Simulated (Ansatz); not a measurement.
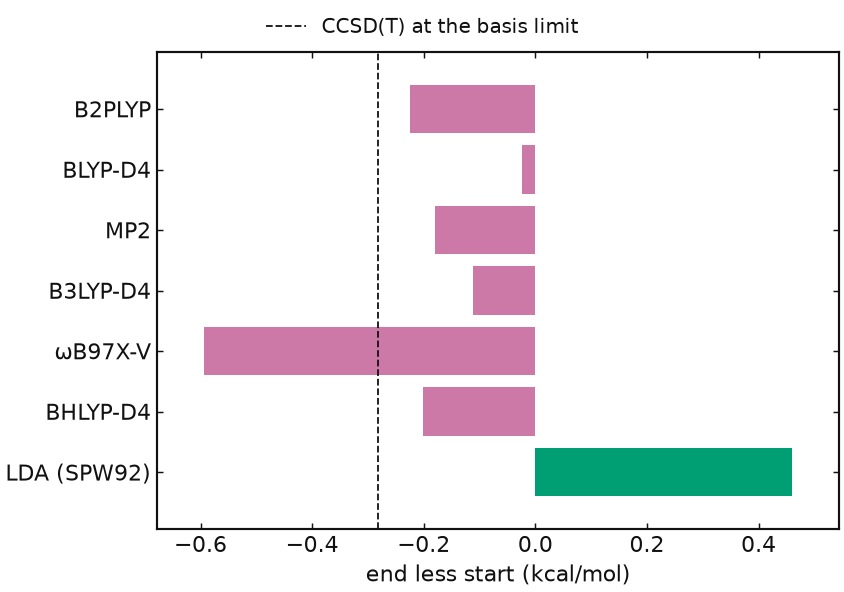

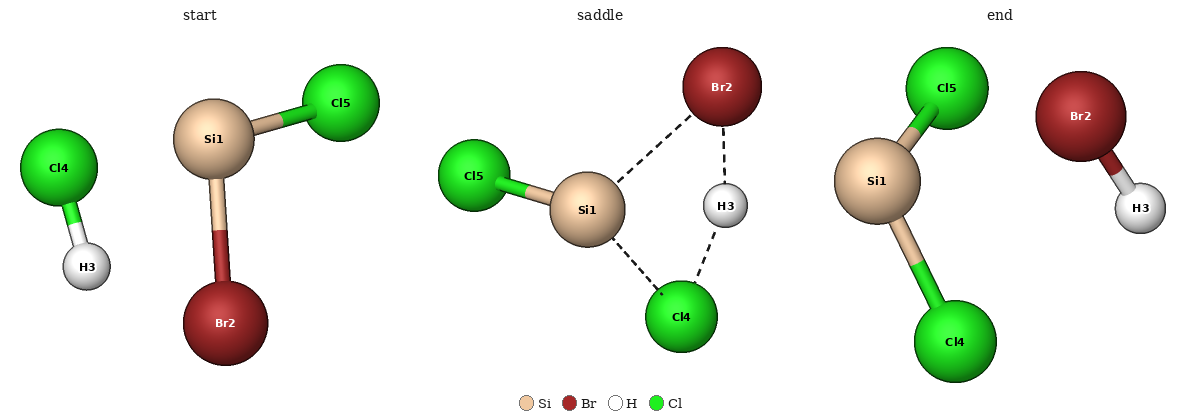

Energy change in one step of SiHBrCl₂ at several levels. In the step Si1–Cl4 (3.00 → 2.35 → 2.10 Å) and Br2–H3 (2.87 → 1.66 → 1.42 Å) form; H3–Cl4 (1.29 → 1.59 → 3.10 Å) breaks; Si1–Br2 (2.29 → 2.58 → 3.14 Å) stretches to a weak contact (lengths at start, saddle and end; changes of bond order aren't listed). Electronic energies at PBE0-D4/def2-TZVP geometries, energies in def2-TZVPP, the Ansatz code 0.2.0; cores frozen in correlated methods, no zero-point terms. Start and end are the structures at the ends of the path (complexes, where there are several molecules). On heavy atoms the filled d shell below the valence is correlated. The line is the MP2 basis limit plus CCSD(T) less MP2 in triple zeta. B2PLYP holds a correlation term that converges slowly with the basis, so part of the distance to the limit is basis error. No dispersion term is added to B2PLYP. The distance of MP2 to the limit includes basis error.

Which level comes closest to the line (CCSD(T) at the basis limit), and which misses most?

Closest B2PLYP (−0.2 kcal/mol), BHLYP-D4 (−0.2 kcal/mol) and MP2 (−0.2 kcal/mol), against −0.3 kcal/mol; farthest LDA (SPW92) (0.5 kcal/mol).

What range do the values span, the line included?

From −0.6 kcal/mol (ωB97X-V) to 0.5 kcal/mol (LDA (SPW92)).

Limits of at least one run: no scalar relativity up to krypton.
